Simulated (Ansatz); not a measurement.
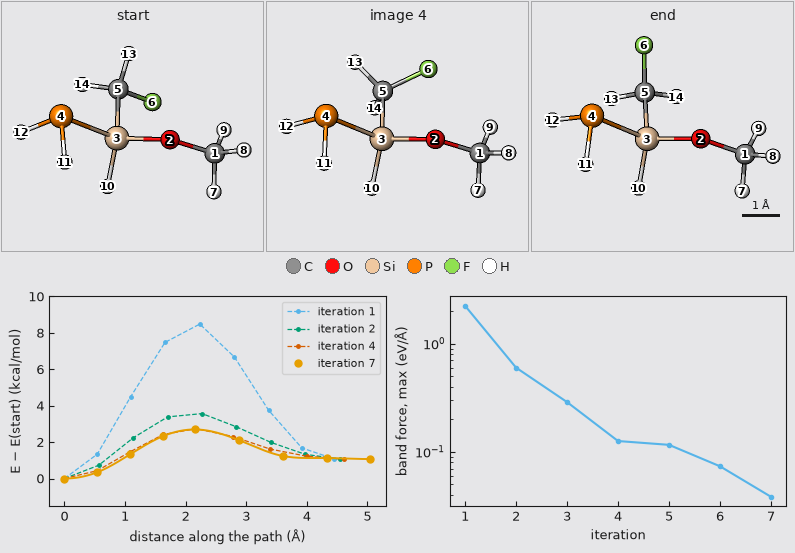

A nudged-elastic-band calculation for C2H8FOPSi. Images are numbered from 0 (start) to 8 (end). The plot follows the band through its iterations. The picture is a ball-and-stick view, seen from a free direction.

Computed with Ansatz, RKS PBE0-D4/def2-SVP. Run with 7 movable images; climbing image; force threshold 0.05 eV/Å; iteration limit 10; starting path by image-dependent pair potential.

Question: How did the profile develop, and is the result final?

Answer: The run is converged, with reservations. The band converged in 7 iterations. The largest component of the band force went from 2.2 to 0.038 eV/Å. The climbing image converged on the top of the path. Its curvatures weren't checked. The iteration limit was low. The first iteration put the highest image at 8.49 kcal/mol. The energy climbs by 2.70 kcal/mol to image 4 and then falls by 1.62 kcal/mol, so the end point sits at +1.07 kcal/mol.

The run took 4.4 min on 2 threads of Arm Neoverse V1, with other jobs on the host, peak memory 0.34 GiB.
